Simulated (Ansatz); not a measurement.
**Geometry relaxation of CH₆OSiTe (part 2 of 2)**

The same run, continued: CH₆OSiTe; UKS revPBE-D4/def2-SVP (Ansatz 0.2.0). It belongs to a series of runs on one base structure; here: end point A relaxed.

### Trajectory as extended XYZ, continued
```
10
Properties=species:S:1:pos:R:3:forces:R:3 step=7 energy=-18348.18875
C    -1.2657    0.5152   -1.2780    0.0447  -0.0064  -0.0371
Te   -1.6869    0.1432    0.8482   -0.0399  -0.0211  -0.0148
Si    0.6666   -0.6159    1.2069   -0.0341  -0.0137   0.0394
O     1.6833    0.6435    0.7056    0.2618  -0.1340  -0.1316
H    -1.0863   -0.4470   -1.7935   -0.0005   0.0268   0.0245
H    -0.3745    1.1689   -1.3324   -0.0763  -0.0320  -0.0176
H    -2.1526    1.0153   -1.7125    0.0531   0.0127   0.0503
H     0.9927   -1.8542    0.4003    0.0035   0.0421   0.0080
H     0.8001   -0.9382    2.6737   -0.0025   0.0120  -0.0267
H     2.5065    0.3180    0.2846   -0.2098   0.1137   0.1055
10
Properties=species:S:1:pos:R:3:forces:R:3 step=8 energy=-18348.19049
C    -1.2636    0.5127   -1.2785   -0.0268  -0.0627   0.0067
Te   -1.6928    0.1292    0.8444   -0.0162  -0.0091  -0.0181
Si    0.6648   -0.6140    1.2053   -0.0070  -0.0005   0.0433
O     1.6799    0.6465    0.7009    0.0397  -0.0654  -0.0249
H    -1.1049   -0.4470   -1.8024    0.0010  -0.0080   0.0028
H    -0.3639    1.1486   -1.3321    0.0193   0.0363  -0.0014
H    -2.1417    1.0338   -1.7009    0.0055   0.0339   0.0069
H     0.9984   -1.8512    0.4013    0.0013   0.0300   0.0072
H     0.8044   -0.9292    2.6725   -0.0114   0.0017  -0.0171
H     2.5027    0.3194    0.2924   -0.0055   0.0438  -0.0055
10
Properties=species:S:1:pos:R:3:forces:R:3 step=9 energy=-18348.19236
C    -1.2622    0.5072   -1.2791    0.0124   0.0075   0.0045
Te   -1.7020    0.0942    0.8346   -0.0231   0.0020  -0.0040
Si    0.6632   -0.6139    1.2131    0.0547  -0.0233  -0.0011
O     1.6758    0.6446    0.7014    0.0121   0.0194   0.0005
H    -1.1402   -0.4442   -1.8268   -0.0069  -0.0061  -0.0076
H    -0.3390    1.1122   -1.3172    0.0006  -0.0001   0.0020
H    -2.1162    1.0795   -1.6847   -0.0029   0.0025  -0.0016
H     1.0239   -1.8489    0.4204   -0.0145  -0.0093   0.0061
H     0.7938   -0.9153    2.6830   -0.0051   0.0078  -0.0042
H     2.4861    0.3336    0.2582   -0.0273  -0.0005   0.0055
10
Properties=species:S:1:pos:R:3:forces:R:3 step=10 energy=-18348.19247
C    -1.2498    0.5064   -1.2785   -0.0035   0.0658  -0.0668
Te   -1.7191    0.0212    0.8160   -0.0010   0.0199  -0.0087
Si    0.6644   -0.6212    1.2284    0.0125  -0.0114  -0.0532
O     1.6453    0.6505    0.6831    0.0439  -0.0242  -0.0036
H    -1.1803   -0.4264   -1.8722   -0.0042   0.0943   0.0423
H    -0.2918    1.0640   -1.2834   -0.1072  -0.0725  -0.0004
H    -2.0714    1.1500   -1.6570    0.1140  -0.1004   0.0500
H     1.0530   -1.8668    0.4636    0.0087   0.0102   0.0326
H     0.7985   -0.8771    2.7070    0.0011   0.0068  -0.0262
H     2.4344    0.3484    0.1959   -0.0642   0.0115   0.0340
10
Properties=species:S:1:pos:R:3:forces:R:3 step=11 energy=-18348.19258
C    -1.2501    0.5039   -1.2730   -0.0322   0.0584  -0.0478
Te   -1.7202    0.0401    0.8249    0.0383  -0.0231  -0.0460
Si    0.6616   -0.6223    1.2125    0.0004   0.0066   0.0688
O     1.6459    0.6519    0.6816    0.0241  -0.0181  -0.0171
H    -1.1788   -0.4302   -1.8615   -0.0071   0.0399   0.0319
H    -0.2944    1.0608   -1.2811   -0.0474  -0.0312  -0.0032
H    -2.0701    1.1424   -1.6568    0.0602  -0.0486   0.0155
H     1.0645   -1.8693    0.4590   -0.0230   0.0115  -0.0066
H     0.7829   -0.8793    2.6913    0.0219  -0.0039  -0.0083
H     2.4419    0.3509    0.2060   -0.0353   0.0084   0.0127
10
Properties=species:S:1:pos:R:3:forces:R:3 step=12 energy=-18348.19327
C    -1.2589    0.5080   -1.2820    0.0143  -0.0143   0.0085
Te   -1.7083    0.0496    0.8207   -0.0366  -0.0044   0.0020
Si    0.6666   -0.6226    1.2225    0.0227   0.0129  -0.0141
O     1.6552    0.6489    0.6945   -0.0365   0.0164   0.0288
H    -1.1809   -0.4295   -1.8612   -0.0027  -0.0001  -0.0034
H    -0.3101    1.0717   -1.2998    0.0233   0.0111  -0.0061
H    -2.0841    1.1334   -1.6682   -0.0118  -0.0016   0.0137
H     1.0562   -1.8655    0.4572   -0.0052  -0.0057  -0.0029
H     0.7974   -0.8921    2.6976   -0.0104   0.0039   0.0036
H     2.4501    0.3471    0.2216    0.0431  -0.0181  -0.0300
10
Properties=species:S:1:pos:R:3:forces:R:3 step=13 energy=-18348.19376
C    -1.2512    0.5049   -1.2777    0.0074   0.0044   0.0022
Te   -1.7153    0.0368    0.8190   -0.0091  -0.0029   0.0056
Si    0.6651   -0.6196    1.2243   -0.0032  -0.0010  -0.0035
O     1.6569    0.6517    0.7014   -0.0020   0.0006   0.0042
H    -1.1810   -0.4283   -1.8648    0.0010  -0.0048  -0.0029
H    -0.2965    1.0603   -1.2879   -0.0020   0.0025  -0.0056
H    -2.0705    1.1407   -1.6599   -0.0005   0.0037   0.0000
H     1.0553   -1.8614    0.4573    0.0038  -0.0022   0.0011
H     0.7905   -0.8864    2.6999    0.0035   0.0021   0.0030
H     2.4298    0.3503    0.1914    0.0009  -0.0023  -0.0042
10
Properties=species:S:1:pos:R:3:forces:R:3 step=14 energy=-18348.19386
C    -1.2472    0.5052   -1.2763   -0.0003   0.0079  -0.0066
Te   -1.7191    0.0273    0.8171    0.0040  -0.0004  -0.0002
Si    0.6641   -0.6205    1.2268   -0.0073  -0.0032  -0.0032
O     1.6540    0.6516    0.7022    0.0324  -0.0118  -0.0194
H    -1.1807   -0.4254   -1.8683    0.0020   0.0055   0.0017
H    -0.2898    1.0570   -1.2825   -0.0131  -0.0060   0.0010
H    -2.0632    1.1472   -1.6563    0.0093  -0.0047   0.0025
H     1.0594   -1.8630    0.4635    0.0027  -0.0011   0.0017
H     0.7898   -0.8818    2.7033    0.0038   0.0030   0.0015
H     2.4158    0.3513    0.1734   -0.0336   0.0107   0.0211
10
Properties=species:S:1:pos:R:3:forces:R:3 step=15 energy=-18348.19391
C    -1.2462    0.5061   -1.2760   -0.0012   0.0073  -0.0062
Te   -1.7202    0.0231    0.8159    0.0033  -0.0011  -0.0032
Si    0.6637   -0.6215    1.2280   -0.0039  -0.0031  -0.0024
O     1.6526    0.6504    0.7009    0.0330  -0.0118  -0.0206
H    -1.1783   -0.4228   -1.8708    0.0014   0.0070   0.0046
H    -0.2893    1.0585   -1.2792   -0.0100  -0.0060   0.0004
H    -2.0617    1.1489   -1.6556    0.0084  -0.0063   0.0039
H     1.0619   -1.8653    0.4682    0.0010  -0.0005   0.0012
H     0.7902   -0.8787    2.7051    0.0017   0.0032   0.0003
H     2.4104    0.3502    0.1665   -0.0337   0.0112   0.0219
10
Properties=species:S:1:pos:R:3:forces:R:3 step=16 energy=-18348.19400
C    -1.2429    0.5094   -1.2749   -0.0058  -0.0032  -0.0031
Te   -1.7231    0.0104    0.8120    0.0008   0.0012  -0.0055
Si    0.6626   -0.6245    1.2308    0.0061  -0.0026   0.0009
O     1.6490    0.6464    0.6963    0.0223  -0.0086  -0.0151
H    -1.1684   -0.4151   -1.8758    0.0004   0.0081   0.0044
H    -0.2889    1.0661   -1.2706    0.0041  -0.0025   0.0032
H    -2.0592    1.1515   -1.6533   -0.0006  -0.0044   0.0021
H     1.0679   -1.8726    0.4815   -0.0021   0.0015   0.0009
H     0.7909   -0.8685    2.7101   -0.0028   0.0022  -0.0036
H     2.3953    0.3457    0.1467   -0.0225   0.0085   0.0157
10
Properties=species:S:1:pos:R:3:forces:R:3 step=17 energy=-18348.19402
C    -1.2419    0.5104   -1.2744   -0.0012  -0.0020   0.0015
Te   -1.7241    0.0051    0.8103   -0.0014  -0.0001  -0.0026
Si    0.6627   -0.6253    1.2317    0.0026  -0.0025   0.0021
O     1.6495    0.6448    0.6953    0.0172  -0.0083  -0.0127
H    -1.1642   -0.4117   -1.8783   -0.0002   0.0025   0.0028
H    -0.2890    1.0686   -1.2655    0.0062   0.0004  -0.0017
H    -2.0585    1.1522   -1.6522   -0.0039  -0.0005  -0.0001
H     1.0697   -1.8750    0.4863   -0.0006   0.0020   0.0013
H     0.7894   -0.8639    2.7120   -0.0006   0.0008  -0.0039
H     2.3895    0.3438    0.1377   -0.0182   0.0077   0.0131
```

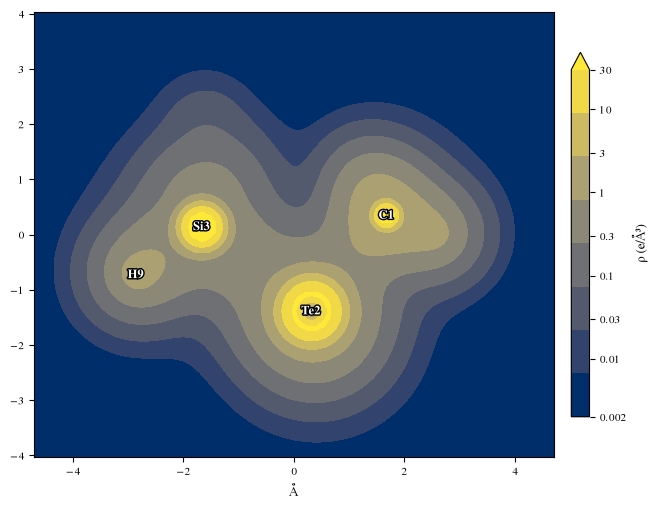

Electron density on the plane of atoms C1, Te2 and Si3. Atoms in the plane: C, Te, Si and H. C–Te (2.20 Å): ρ is about 0.68 e/Å³ halfway. Si–Te (2.50 Å): ρ is about 0.58 e/Å³ halfway. Si–H (1.50 Å): ρ at the midpoint is about 0.76 e/Å³.

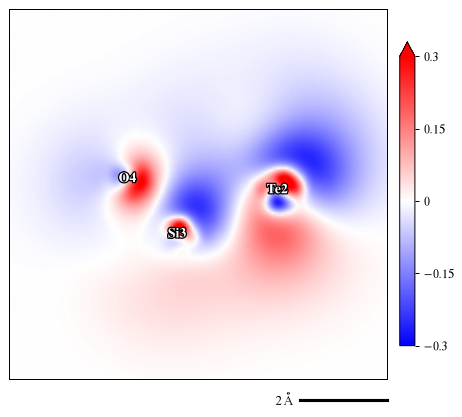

One frontier orbital on the plane of atoms Te2, Si3 and O4 (values in Å⁻³ᐟ²; the overall sign is arbitrary). The LUMO (β), at −1.31 eV. It lies mainly on Te2 (50 %), C1 (20 %) and Si3 (15 %).

The run was set up as follows.

### Input
```yaml
crystal:
  periodic: [false, false, false]
  atoms:
    - { symbol: C, position_ang: [-1.3, 0.4607, -1.2501] }
    - { symbol: Te, position_ang: [-1.6688, 0.2483, 0.8411] }
    - { symbol: Si, position_ang: [0.6264, -0.5884, 1.0968] }
    - { symbol: O, position_ang: [1.8399, 0.6385, 0.62] }
    - { symbol: H, position_ang: [-1.0855, -0.478, -1.737] }
    - { symbol: H, position_ang: [-0.5215, 1.2418, -1.4304] }
    - { symbol: H, position_ang: [-2.2492, 0.8974, -1.7253] }
    - { symbol: H, position_ang: [0.8818, -1.7673, 0.2662] }
    - { symbol: H, position_ang: [0.9001, -0.918, 2.5626] }
    - { symbol: H, position_ang: [2.66, 0.2139, 0.759] }
magnetization:
  spin_polarized: true
basis:
  gaussian: { orbitals: def2-SVP }
hamiltonian:
  xc: revpbe
  dispersion: d4
relax:
  f_tol: 0.02
  max_steps: 50
output:
  orbitals: {}
```

Launch command:
```bash
ansatz run input.yaml --threads 2 --pin off --max-ram 3072MiB --backend cpu --events-out ev --progress --plain --runs-dir out
```

### Results in brief

- outcome: converged
- total energy: −18348.1941 eV
- mean-field energy: −18347.5534 eV
- largest force (length of the vector) at the end: 0.024 eV/Å
- hardware: 2 threads of Arm Neoverse V1, 24 GiB of memory available, shared host
- wall time: 60 s (CPU time 1.9 min)
- peak memory: 0.18 GiB
